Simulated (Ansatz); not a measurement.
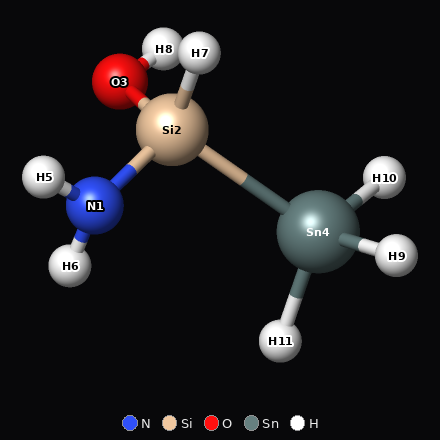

The system is H7NOSiSn, SMILES N[SiH](O)[SnH3]; the picture shows the reference structure. First axis: dihedral H5–N1–Si2–Sn4. Second axis: dihedral Sn4–Si2–O3–H8. Nothing is relaxed (all other coordinates rigid). Grid: 10 × 10 points. Points are written as (first, second). All energies are given in kJ/mol relative to the relaxed molecule at the same level. All numbers below come from Ansatz, RKS PBE-D4/def2-SVP.

Its coordinates:

```xyz
11

N    -1.2900    1.2940   -0.6001
Si    0.3150    0.7715   -0.2215
O     1.2274    0.5044   -1.6214
Sn    0.0957   -1.4475    1.0950
H    -1.4542    2.2714   -0.8545
H    -1.9148    0.6747   -1.1218
H     0.9175    1.8716    0.6156
H     2.0726    0.0404   -1.4830
H    -0.3829   -1.2154    2.7423
H     1.5753   -2.3553    1.1160
H    -1.0962   -2.4666    0.3541
```

Range: dihedral H5–N1–Si2–Sn4 from −180 to 144°; dihedral Sn4–Si2–O3–H8 from −180 to 144°.

**What landscape does the calculation give?**

The lowest grid point is at (144°, −36°), 1.8 kJ/mol from the relaxed molecule at the same level. The bottom of the well lies between grid points, at about (160°, −50°), about 1.5 kJ/mol lower on the interpolated surface. Higher local minima lie near (−36°, 144°) (4.0 kJ/mol above the lowest at that grid point); (−36°, −36°) (4.3 kJ/mol above the lowest at that grid point). The highest grid point, (−108°, 108°), lies 27.4 kJ/mol above the lowest. Round the minimum the valley is somewhat tilted: raising dihedral H5–N1–Si2–Sn4 shifts the best value of dihedral Sn4–Si2–O3–H8 downwards (coupling k₁₂/√(k₁₁k₂₂) about 0.4).

```csv
"dihedral Sn4–Si2–O3–H8 ↓, dihedral H5–N1–Si2–Sn4 →",−180,−144,−108,−72,−36,0,36,72,108,144
144,9.7,23.9,27.4,14.7,5.8,11.1,22.6,29.1,21.2,8.2
108,8.9,21.9,29.2,19.3,8.4,9.5,19.2,28.8,25.0,11.1
72,6.8,17.1,24.5,18.3,9.4,8.9,15.5,23.5,21.7,10.1
36,6.2,16.6,21.5,14.6,8.1,10.5,16.7,20.9,16.4,6.6
0,6.0,18.8,22.4,13.0,6.8,12.2,20.5,22.3,13.8,3.6
−36,3.5,17.8,23.2,13.7,6.1,11.1,21.0,24.0,14.3,1.8
−72,2.1,14.7,22.6,16.3,8.2,10.2,19.0,24.9,17.8,3.9
−108,4.0,13.8,21.1,17.0,10.6,11.4,18.3,24.7,20.1,7.3
−144,6.4,16.1,20.3,14.0,9.0,12.3,19.4,23.9,18.4,7.4
−180,8.4,20.4,22.3,11.8,6.0,12.1,21.7,25.4,17.3,6.4
```

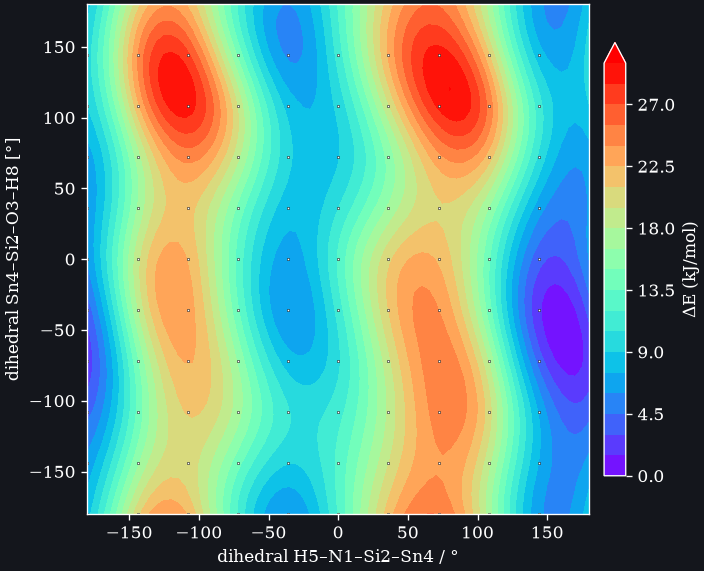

Drawn: filled contours, dots at the grid points, one colour for all values above the top of the scale. Between grid points the surface is interpolated.

Time for the 100 points that were run: 12 min on 1 thread of Arm Neoverse V2, on a shared host.
